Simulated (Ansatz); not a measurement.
**C3H8Si2: molecular dynamics (part 1 of 4)**

C3H8Si2, computed with RKS PBE0-D4/6-31G* (Ansatz 0.2.0).

It belongs to a series of runs on one base structure; here: dynamics from the highest image of the converged band. Figures and captions count atoms from 1; the log counts them from 0 in places.

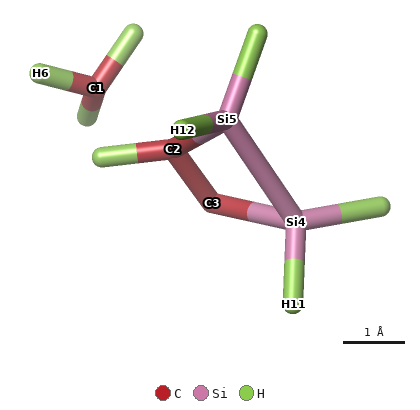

*The input geometry (stick view, seen at a tilt; atoms are numbered from 1 in the order of the input).*

Bond lengths as drawn: C–C 1.37 Å, C–H 1.09 to 1.18 Å, C–Si 1.89 to 1.92 Å, H–Si 1.49 to 1.50 Å and Si–Si 2.34 Å.

**Input file**
```yaml
crystal:
  periodic: [false, false, false]
  atoms:
    - { symbol: C, position_ang: [-1.960416, 0.259369, 0.638626] }
    - { symbol: C, position_ang: [-0.241673, -0.196429, 0.231421] }
    - { symbol: C, position_ang: [-0.101252, -1.466565, -0.272757] }
    - { symbol: Si, position_ang: [1.673923, -1.12252, -0.908417] }
    - { symbol: Si, position_ang: [1.14078, 1.03204, -0.168539] }
    - { symbol: H, position_ang: [-2.167226, 0.863744, 1.530195] }
    - { symbol: H, position_ang: [-2.120339, 0.865869, -0.250263] }
    - { symbol: H, position_ang: [-2.52799, -0.670666, 0.604942] }
    - { symbol: H, position_ang: [-0.812757, -0.210707, 1.26001] }
    - { symbol: H, position_ang: [1.909106, -1.36685, -2.362523] }
    - { symbol: H, position_ang: [2.719547, -1.851873, -0.133343] }
    - { symbol: H, position_ang: [1.782387, 1.737743, 0.986294] }
    - { symbol: H, position_ang: [0.726409, 2.092245, -1.140746] }
basis:
  gaussian: { orbitals: "6-31G*" }
hamiltonian:
  xc: pbe0
  dispersion: d4
md:
  timestep: 0.5
  n_steps: 200
  ensemble: nve
  temperature: 300.0
  initial_velocities: maxwell_boltzmann
  seed: 7048
```

Run on 2 threads of Intel Xeon (Granite Rapids), 16 GiB of memory available, shared host.

Launch command:
```bash
ansatz run input.yaml --threads 2 --pin off --max-ram 3072MiB --backend cpu --events-out ev --progress --plain --runs-dir out
```

**Log**
```
Engine: ansatz 0.2.0, x86_64-unknown-linux-gnu
Functional definition: PBE0
  parameter a = 0.25
  parameter kappa = 0.804
  parameter beta = 0.06672455060314922
  exchange = (1 - a)*pbe_x(kappa = kappa, mu = beta*pi^2/3) + a*exact_x
  correlation = pbe_c(beta = beta)
1115 factors; integrals over basis functions are off by at most 6.9e-4 eV
mean field evaluation 1: about -18974.4134 eV, gradient 4.1e1 eV
mean field evaluation 2: about -18970.3516 eV, gradient 5.3e1 eV
mean field evaluation 4: about -18978.8307 eV, gradient 4.3e0 eV
mean field evaluation 8: about -18978.8996 eV, gradient 3.9e-1 eV
mean field evaluation 16: about -18978.9000 eV, gradient 8.8e-5 eV
mean field -18978.89997144 eV, -697.4617095899 hartree, gradient 8.8e-5 eV, S^2 0.000000; 0 other end points of the search recorded, 0 dependent functions left out
the calculation of the forces begins
reference -18978.89999982 eV, -697.4617106329 hartree; 27, 27 occupied and 72, 72 virtual orbitals, 1115 factors
md step     0: t =     0.00 fs  T =   300.0 K  F+E_penalty+E_count = -18979.17089596 eV  E_kin = 0.426558 eV  conserved = -18978.74433797 eV  (28 SCF iters)
these checks for a lower state are left out or cut short: starts, cluster_reference, orbital_swaps, neighbouring_geometries, increment
1115 factors; integrals over basis functions are off by at most 6.8e-4 eV
mean field -18978.89096972 eV, -697.4613787828 hartree, gradient 1.1e-5 eV, S^2 0.000000; 0 other end points of the search recorded, 0 dependent functions left out
the calculation of the forces begins
reference -18978.89099810 eV, -697.4613798259 hartree; 27, 27 occupied and 72, 72 virtual orbitals, 1115 factors
md step     1: t =     0.50 fs  T =   293.6 K  F+E_penalty+E_count = -18979.16165444 eV  E_kin = 0.417522 eV  conserved = -18978.74413221 eV  (31 SCF iters, 3 dispersion substeps)
[... from here on the SCF iterations and repeated set-up lines of each step are left out, up to the last step ...]
md step     2: t =     1.00 fs  T =   276.3 K  F+E_penalty+E_count = -18979.13650773 eV  E_kin = 0.392799 eV  conserved = -18978.74370922 eV  (31 SCF iters, 3 dispersion substeps)
md step     3: t =     1.50 fs  T =   252.3 K  F+E_penalty+E_count = -18979.10191923 eV  E_kin = 0.358716 eV  conserved = -18978.74320283 eV  (32 SCF iters, 3 dispersion substeps)
md step     4: t =     2.00 fs  T =   227.2 K  F+E_penalty+E_count = -18979.06577730 eV  E_kin = 0.323040 eV  conserved = -18978.74273743 eV  (32 SCF iters, 3 dispersion substeps)
md step     5: t =     2.50 fs  T =   206.1 K  F+E_penalty+E_count = -18979.03540620 eV  E_kin = 0.292999 eV  conserved = -18978.74240730 eV  (27 SCF iters, 3 dispersion substeps)
md step     6: t =     3.00 fs  T =   192.5 K  F+E_penalty+E_count = -18979.01602757 eV  E_kin = 0.273757 eV  conserved = -18978.74227051 eV  (27 SCF iters, 3 dispersion substeps)
md step     7: t =     3.50 fs  T =   188.1 K  F+E_penalty+E_count = -18979.00981474 eV  E_kin = 0.267469 eV  conserved = -18978.74234554 eV  (27 SCF iters, 3 dispersion substeps)
md step     8: t =     4.00 fs  T =   192.0 K  F+E_penalty+E_count = -18979.01559197 eV  E_kin = 0.272982 eV  conserved = -18978.74261045 eV  (27 SCF iters, 3 dispersion substeps)
md step     9: t =     4.50 fs  T =   201.3 K  F+E_penalty+E_count = -18979.02920454 eV  E_kin = 0.286204 eV  conserved = -18978.74300103 eV  (28 SCF iters, 3 dispersion substeps)
md step    10: t =     5.00 fs  T =   211.8 K  F+E_penalty+E_count = -18979.04457741 eV  E_kin = 0.301165 eV  conserved = -18978.74341249 eV  (32 SCF iters, 3 dispersion substeps)
md step    11: t =     5.50 fs  T =   219.2 K  F+E_penalty+E_count = -18979.05540277 eV  E_kin = 0.311690 eV  conserved = -18978.74371324 eV  (31 SCF iters, 3 dispersion substeps)
md step    12: t =     6.00 fs  T =   220.4 K  F+E_penalty+E_count = -18979.05719827 eV  E_kin = 0.313417 eV  conserved = -18978.74378123 eV  (31 SCF iters, 3 dispersion substeps)
md step    13: t =     6.50 fs  T =   214.9 K  F+E_penalty+E_count = -18979.04915999 eV  E_kin = 0.305601 eV  conserved = -18978.74355853 eV  (31 SCF iters, 3 dispersion substeps)
md step    14: t =     7.00 fs  T =   205.3 K  F+E_penalty+E_count = -18979.03497402 eV  E_kin = 0.291873 eV  conserved = -18978.74310110 eV  (31 SCF iters, 3 dispersion substeps)
md step    15: t =     7.50 fs  T =   196.4 K  F+E_penalty+E_count = -18979.02186189 eV  E_kin = 0.279278 eV  conserved = -18978.74258403 eV  (31 SCF iters, 3 dispersion substeps)
md step    16: t =     8.00 fs  T =   193.9 K  F+E_penalty+E_count = -18979.01786926 eV  E_kin = 0.275643 eV  conserved = -18978.74222660 eV  (31 SCF iters, 3 dispersion substeps)
md step    17: t =     8.50 fs  T =   201.4 K  F+E_penalty+E_count = -18979.02855005 eV  E_kin = 0.286380 eV  conserved = -18978.74217018 eV  (33 SCF iters, 3 dispersion substeps)
md step    18: t =     9.00 fs  T =   219.7 K  F+E_penalty+E_count = -18979.05484381 eV  E_kin = 0.312444 eV  conserved = -18978.74239973 eV  (30 SCF iters, 3 dispersion substeps)
md step    19: t =     9.50 fs  T =   246.5 K  F+E_penalty+E_count = -18979.09330703 eV  E_kin = 0.350537 eV  conserved = -18978.74277006 eV  (32 SCF iters, 3 dispersion substeps)
md step    20: t =    10.00 fs  T =   277.9 K  F+E_penalty+E_count = -18979.13831489 eV  E_kin = 0.395204 eV  conserved = -18978.74311129 eV  (31 SCF iters, 3 dispersion substeps)
md step    21: t =    10.50 fs  T =   310.4 K  F+E_penalty+E_count = -18979.18469117 eV  E_kin = 0.441366 eV  conserved = -18978.74332495 eV  (31 SCF iters, 3 dispersion substeps)
md step    22: t =    11.00 fs  T =   341.7 K  F+E_penalty+E_count = -18979.22932747 eV  E_kin = 0.485918 eV  conserved = -18978.74340954 eV  (31 SCF iters, 3 dispersion substeps)
md step    23: t =    11.50 fs  T =   371.3 K  F+E_penalty+E_count = -18979.27134720 eV  E_kin = 0.527925 eV  conserved = -18978.74342218 eV  (31 SCF iters, 3 dispersion substeps)
md step    24: t =    12.00 fs  T =   399.4 K  F+E_penalty+E_count = -18979.31132485 eV  E_kin = 0.567906 eV  conserved = -18978.74341869 eV  (31 SCF iters, 3 dispersion substeps)
md step    25: t =    12.50 fs  T =   426.9 K  F+E_penalty+E_count = -18979.35045367 eV  E_kin = 0.607048 eV  conserved = -18978.74340557 eV  (31 SCF iters, 3 dispersion substeps)
md step    26: t =    13.00 fs  T =   455.1 K  F+E_penalty+E_count = -18979.39038849 eV  E_kin = 0.647060 eV  conserved = -18978.74332863 eV  (32 SCF iters, 3 dispersion substeps)
md step    27: t =    13.50 fs  T =   485.8 K  F+E_penalty+E_count = -18979.43392257 eV  E_kin = 0.690799 eV  conserved = -18978.74312383 eV  (31 SCF iters, 3 dispersion substeps)
md step    28: t =    14.00 fs  T =   522.5 K  F+E_penalty+E_count = -18979.48578408 eV  E_kin = 0.742966 eV  conserved = -18978.74281767 eV  (31 SCF iters, 3 dispersion substeps)
md step    29: t =    14.50 fs  T =   569.1 K  F+E_penalty+E_count = -18979.55184965 eV  E_kin = 0.809244 eV  conserved = -18978.74260518 eV  (31 SCF iters, 3 dispersion substeps)
md step    30: t =    15.00 fs  T =   627.5 K  F+E_penalty+E_count = -18979.63499319 eV  E_kin = 0.892258 eV  conserved = -18978.74273538 eV  (32 SCF iters, 3 dispersion substeps)
md step    31: t =    15.50 fs  T =   695.2 K  F+E_penalty+E_count = -18979.73178310 eV  E_kin = 0.988520 eV  conserved = -18978.74326341 eV  (32 SCF iters, 3 dispersion substeps)
md step    32: t =    16.00 fs  T =   766.7 K  F+E_penalty+E_count = -18979.83409702 eV  E_kin = 1.090099 eV  conserved = -18978.74399840 eV  (32 SCF iters, 3 dispersion substeps)
md step    33: t =    16.50 fs  T =   834.6 K  F+E_penalty+E_count = -18979.93123277 eV  E_kin = 1.186696 eV  conserved = -18978.74453701 eV  (32 SCF iters, 3 dispersion substeps)
md step    34: t =    17.00 fs  T =   893.5 K  F+E_penalty+E_count = -18980.01501047 eV  E_kin = 1.270443 eV  conserved = -18978.74456727 eV  (32 SCF iters, 3 dispersion substeps)
md step    35: t =    17.50 fs  T =   942.8 K  F+E_penalty+E_count = -18980.08457500 eV  E_kin = 1.340480 eV  conserved = -18978.74409467 eV  (31 SCF iters, 3 dispersion substeps)
md step    36: t =    18.00 fs  T =   986.9 K  F+E_penalty+E_count = -18980.14657178 eV  E_kin = 1.403167 eV  conserved = -18978.74340510 eV  (31 SCF iters, 3 dispersion substeps)
md step    37: t =    18.50 fs  T =  1032.6 K  F+E_penalty+E_count = -18980.21104478 eV  E_kin = 1.468187 eV  conserved = -18978.74285747 eV  (30 SCF iters, 3 dispersion substeps)
md step    38: t =    19.00 fs  T =  1085.5 K  F+E_penalty+E_count = -18980.28611661 eV  E_kin = 1.543442 eV  conserved = -18978.74267468 eV  (28 SCF iters, 3 dispersion substeps)
md step    39: t =    19.50 fs  T =  1147.6 K  F+E_penalty+E_count = -18980.37458190 eV  E_kin = 1.631721 eV  conserved = -18978.74286069 eV  (30 SCF iters, 3 dispersion substeps)
md step    40: t =    20.00 fs  T =  1217.0 K  F+E_penalty+E_count = -18980.47369992 eV  E_kin = 1.730429 eV  conserved = -18978.74327085 eV  (30 SCF iters, 3 dispersion substeps)
md step    41: t =    20.50 fs  T =  1289.5 K  F+E_penalty+E_count = -18980.57727892 eV  E_kin = 1.833541 eV  conserved = -18978.74373775 eV  (30 SCF iters, 3 dispersion substeps)
md step    42: t =    21.00 fs  T =  1360.2 K  F+E_penalty+E_count = -18980.67820643 eV  E_kin = 1.934048 eV  conserved = -18978.74415794 eV  (30 SCF iters, 3 dispersion substeps)
md step    43: t =    21.50 fs  T =  1424.6 K  F+E_penalty+E_count = -18980.77010055 eV  E_kin = 2.025596 eV  conserved = -18978.74450407 eV  (30 SCF iters, 3 dispersion substeps)
md step    44: t =    22.00 fs  T =  1479.1 K  F+E_penalty+E_count = -18980.84785171 eV  E_kin = 2.103068 eV  conserved = -18978.74478386 eV  (30 SCF iters, 3 dispersion substeps)
md step    45: t =    22.50 fs  T =  1521.0 K  F+E_penalty+E_count = -18980.90759271 eV  E_kin = 2.162600 eV  conserved = -18978.74499275 eV  (30 SCF iters, 3 dispersion substeps)
md step    46: t =    23.00 fs  T =  1548.5 K  F+E_penalty+E_count = -18980.94681377 eV  E_kin = 2.201733 eV  conserved = -18978.74508041 eV  (30 SCF iters, 3 dispersion substeps)
md step    47: t =    23.50 fs  T =  1561.5 K  F+E_penalty+E_count = -18980.96512660 eV  E_kin = 2.220178 eV  conserved = -18978.74494855 eV  (30 SCF iters, 3 dispersion substeps)
md step    48: t =    24.00 fs  T =  1562.1 K  F+E_penalty+E_count = -18980.96563901 eV  E_kin = 2.221126 eV  conserved = -18978.74451333 eV  (30 SCF iters, 3 dispersion substeps)
md step    49: t =    24.50 fs  T =  1555.8 K  F+E_penalty+E_count = -18980.95597593 eV  E_kin = 2.212150 eV  conserved = -18978.74382613 eV  (30 SCF iters, 3 dispersion substeps)
md step    50: t =    25.00 fs  T =  1550.1 K  F+E_penalty+E_count = -18980.94720178 eV  E_kin = 2.204038 eV  conserved = -18978.74316372 eV  (30 SCF iters, 3 dispersion substeps)
md step    51: t =    25.50 fs  T =  1551.9 K  F+E_penalty+E_count = -18980.94951812 eV  E_kin = 2.206589 eV  conserved = -18978.74292941 eV  (30 SCF iters, 3 dispersion substeps)
md step    52: t =    26.00 fs  T =  1563.5 K  F+E_penalty+E_count = -18980.96638517 eV  E_kin = 2.223044 eV  conserved = -18978.74334078 eV  (30 SCF iters, 3 dispersion substeps)
md step    53: t =    26.50 fs  T =  1580.6 K  F+E_penalty+E_count = -18980.99152496 eV  E_kin = 2.247334 eV  conserved = -18978.74419054 eV  (31 SCF iters, 3 dispersion substeps)
md step    54: t =    27.00 fs  T =  1594.5 K  F+E_penalty+E_count = -18981.01209388 eV  E_kin = 2.267128 eV  conserved = -18978.74496617 eV  (31 SCF iters, 3 dispersion substeps)
md step    55: t =    27.50 fs  T =  1597.2 K  F+E_penalty+E_count = -18981.01624413 eV  E_kin = 2.271012 eV  conserved = -18978.74523214 eV  (31 SCF iters, 3 dispersion substeps)
md step    56: t =    28.00 fs  T =  1585.8 K  F+E_penalty+E_count = -18980.99964414 eV  E_kin = 2.254742 eV  conserved = -18978.74490171 eV  (31 SCF iters, 3 dispersion substeps)
md step    57: t =    28.50 fs  T =  1563.2 K  F+E_penalty+E_count = -18980.96693177 eV  E_kin = 2.222711 eV  conserved = -18978.74422055 eV  (28 SCF iters, 3 dispersion substeps)
md step    58: t =    29.00 fs  T =  1536.5 K  F+E_penalty+E_count = -18980.92818958 eV  E_kin = 2.184636 eV  conserved = -18978.74355347 eV  (30 SCF iters, 3 dispersion substeps)
md step    59: t =    29.50 fs  T =  1512.4 K  F+E_penalty+E_count = -18980.89351708 eV  E_kin = 2.150358 eV  conserved = -18978.74315903 eV  (31 SCF iters, 3 dispersion substeps)
md step    60: t =    30.00 fs  T =  1495.2 K  F+E_penalty+E_count = -18980.86905060 eV  E_kin = 2.125957 eV  conserved = -18978.74309351 eV  (31 SCF iters, 3 dispersion substeps)
md step    61: t =    30.50 fs  T =  1485.9 K  F+E_penalty+E_count = -18980.85593729 eV  E_kin = 2.112672 eV  conserved = -18978.74326497 eV  (31 SCF iters, 3 dispersion substeps)
md step    62: t =    31.00 fs  T =  1482.6 K  F+E_penalty+E_count = -18980.85156927 eV  E_kin = 2.108022 eV  conserved = -18978.74354742 eV  (31 SCF iters, 3 dispersion substeps)
md step    63: t =    31.50 fs  T =  1482.3 K  F+E_penalty+E_count = -18980.85146947 eV  E_kin = 2.107624 eV  conserved = -18978.74384546 eV  (31 SCF iters, 3 dispersion substeps)
md step    64: t =    32.00 fs  T =  1481.7 K  F+E_penalty+E_count = -18980.85080878 eV  E_kin = 2.106709 eV  conserved = -18978.74409992 eV  (31 SCF iters, 3 dispersion substeps)
md step    65: t =    32.50 fs  T =  1477.7 K  F+E_penalty+E_count = -18980.84541152 eV  E_kin = 2.101143 eV  conserved = -18978.74426819 eV  (31 SCF iters, 3 dispersion substeps)
md step    66: t =    33.00 fs  T =  1468.6 K  F+E_penalty+E_count = -18980.83247385 eV  E_kin = 2.088160 eV  conserved = -18978.74431375 eV  (30 SCF iters, 3 dispersion substeps)
md step    67: t =    33.50 fs  T =  1453.7 K  F+E_penalty+E_count = -18980.81115604 eV  E_kin = 2.066955 eV  conserved = -18978.74420071 eV  (31 SCF iters, 3 dispersion substeps)
md step    68: t =    34.00 fs  T =  1434.2 K  F+E_penalty+E_count = -18980.78311902 eV  E_kin = 2.039217 eV  conserved = -18978.74390229 eV  (30 SCF iters, 3 dispersion substeps)
md step    69: t =    34.50 fs  T =  1413.2 K  F+E_penalty+E_count = -18980.75286187 eV  E_kin = 2.009426 eV  conserved = -18978.74343557 eV  (30 SCF iters, 3 dispersion substeps)
md step    70: t =    35.00 fs  T =  1395.6 K  F+E_penalty+E_count = -18980.72731850 eV  E_kin = 1.984401 eV  conserved = -18978.74291784 eV  (30 SCF iters, 3 dispersion substeps)
md step    71: t =    35.50 fs  T =  1386.5 K  F+E_penalty+E_count = -18980.71397203 eV  E_kin = 1.971395 eV  conserved = -18978.74257694 eV  (30 SCF iters, 3 dispersion substeps)
md step    72: t =    36.00 fs  T =  1388.9 K  F+E_penalty+E_count = -18980.71748883 eV  E_kin = 1.974851 eV  conserved = -18978.74263770 eV  (31 SCF iters, 3 dispersion substeps)
md step    73: t =    36.50 fs  T =  1402.0 K  F+E_penalty+E_count = -18980.73652878 eV  E_kin = 1.993386 eV  conserved = -18978.74314238 eV  (30 SCF iters, 3 dispersion substeps)
md step    74: t =    37.00 fs  T =  1420.3 K  F+E_penalty+E_count = -18980.76328325 eV  E_kin = 2.019421 eV  conserved = -18978.74386224 eV  (30 SCF iters, 3 dispersion substeps)
md step    75: t =    37.50 fs  T =  1436.5 K  F+E_penalty+E_count = -18980.78688470 eV  E_kin = 2.042462 eV  conserved = -18978.74442261 eV  (30 SCF iters, 3 dispersion substeps)
md step    76: t =    38.00 fs  T =  1444.8 K  F+E_penalty+E_count = -18980.79890371 eV  E_kin = 2.054365 eV  conserved = -18978.74453877 eV  (29 SCF iters, 3 dispersion substeps)
md step    77: t =    38.50 fs  T =  1444.2 K  F+E_penalty+E_count = -18980.79756338 eV  E_kin = 2.053388 eV  conserved = -18978.74417496 eV  (31 SCF iters, 3 dispersion substeps)
md step    78: t =    39.00 fs  T =  1438.1 K  F+E_penalty+E_count = -18980.78830566 eV  E_kin = 2.044766 eV  conserved = -18978.74354014 eV  (31 SCF iters, 3 dispersion substeps)
md step    79: t =    39.50 fs  T =  1433.2 K  F+E_penalty+E_count = -18980.78072500 eV  E_kin = 2.037779 eV  conserved = -18978.74294606 eV  (30 SCF iters, 3 dispersion substeps)
md step    80: t =    40.00 fs  T =  1435.6 K  F+E_penalty+E_count = -18980.78391204 eV  E_kin = 2.041279 eV  conserved = -18978.74263261 eV  (30 SCF iters, 3 dispersion substeps)
md step    81: t =    40.50 fs  T =  1448.9 K  F+E_penalty+E_count = -18980.80278403 eV  E_kin = 2.060115 eV  conserved = -18978.74266870 eV  (30 SCF iters, 3 dispersion substeps)
md step    82: t =    41.00 fs  T =  1472.6 K  F+E_penalty+E_count = -18980.83688266 eV  E_kin = 2.093898 eV  conserved = -18978.74298483 eV  (31 SCF iters, 3 dispersion substeps)
md step    83: t =    41.50 fs  T =  1503.6 K  F+E_penalty+E_count = -18980.88132165 eV  E_kin = 2.137866 eV  conserved = -18978.74345560 eV  (31 SCF iters, 3 dispersion substeps)
md step    84: t =    42.00 fs  T =  1536.5 K  F+E_penalty+E_count = -18980.92868725 eV  E_kin = 2.184725 eV  conserved = -18978.74396252 eV  (31 SCF iters, 3 dispersion substeps)
md step    85: t =    42.50 fs  T =  1566.0 K  F+E_penalty+E_count = -18980.97097574 eV  E_kin = 2.226573 eV  conserved = -18978.74440295 eV  (31 SCF iters, 3 dispersion substeps)
md step    86: t =    43.00 fs  T =  1587.1 K  F+E_penalty+E_count = -18981.00128786 eV  E_kin = 2.256592 eV  conserved = -18978.74469606 eV  (31 SCF iters, 3 dispersion substeps)
md step    87: t =    43.50 fs  T =  1596.8 K  F+E_penalty+E_count = -18981.01515050 eV  E_kin = 2.270358 eV  conserved = -18978.74479234 eV  (31 SCF iters, 3 dispersion substeps)
md step    88: t =    44.00 fs  T =  1594.2 K  F+E_penalty+E_count = -18981.01133094 eV  E_kin = 2.266660 eV  conserved = -18978.74467060 eV  (31 SCF iters, 3 dispersion substeps)
md step    89: t =    44.50 fs  T =  1580.9 K  F+E_penalty+E_count = -18980.99216502 eV  E_kin = 2.247836 eV  conserved = -18978.74432926 eV  (31 SCF iters, 3 dispersion substeps)
md step    90: t =    45.00 fs  T =  1561.1 K  F+E_penalty+E_count = -18980.96350250 eV  E_kin = 2.219705 eV  conserved = -18978.74379792 eV  (31 SCF iters, 3 dispersion substeps)
md step    91: t =    45.50 fs  T =  1540.9 K  F+E_penalty+E_count = -18980.93408689 eV  E_kin = 2.190908 eV  conserved = -18978.74317901 eV  (30 SCF iters, 3 dispersion substeps)
md step    92: t =    46.00 fs  T =  1527.0 K  F+E_penalty+E_count = -18980.91380573 eV  E_kin = 2.171132 eV  conserved = -18978.74267369 eV  (31 SCF iters, 3 dispersion substeps)
md step    93: t =    46.50 fs  T =  1524.8 K  F+E_penalty+E_count = -18980.91052851 eV  E_kin = 2.168004 eV  conserved = -18978.74252462 eV  (31 SCF iters, 3 dispersion substeps)
md step    94: t =    47.00 fs  T =  1535.8 K  F+E_penalty+E_count = -18980.92650727 eV  E_kin = 2.183650 eV  conserved = -18978.74285692 eV  (31 SCF iters, 3 dispersion substeps)
md step    95: t =    47.50 fs  T =  1556.5 K  F+E_penalty+E_count = -18980.95662353 eV  E_kin = 2.213074 eV  conserved = -18978.74355000 eV  (29 SCF iters, 3 dispersion substeps)
md step    96: t =    48.00 fs  T =  1579.6 K  F+E_penalty+E_count = -18980.99026554 eV  E_kin = 2.245985 eV  conserved = -18978.74428070 eV  (32 SCF iters, 3 dispersion substeps)
md step    97: t =    48.50 fs  T =  1597.5 K  F+E_penalty+E_count = -18981.01615545 eV  E_kin = 2.271430 eV  conserved = -18978.74472545 eV  (32 SCF iters, 3 dispersion substeps)
md step    98: t =    49.00 fs  T =  1605.3 K  F+E_penalty+E_count = -18981.02720897 eV  E_kin = 2.282461 eV  conserved = -18978.74474841 eV  (31 SCF iters, 3 dispersion substeps)
```
